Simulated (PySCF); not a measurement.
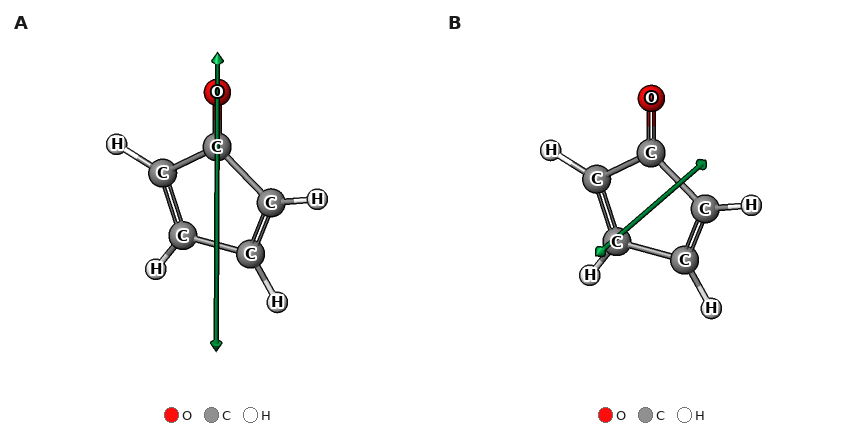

The double arrows show the directions of two transition dipoles from the ground state (lengths mean nothing). Computed geometry: PBE0-D3(BJ)/def2-TZVP optimisation. No frequency run is at hand to confirm it as a minimum. Level of theory: TDDFT PBE0/aug-cc-pVTZ, vertical, gas phase, core orbitals frozen in the response (PySCF 2.14.0).

**One belongs to singlet state 3 and one to singlet state 6. Which is which?**

A: state 3, 6.09 eV (204 nm), oscillator strength 0.13, mainly HOMO−2 → LUMO (weight 0.79).
B: state 6, 6.68 eV (186 nm), oscillator strength 0.027, mainly HOMO → LUMO+2 (weight 0.98); polarised normal to the molecular plane.
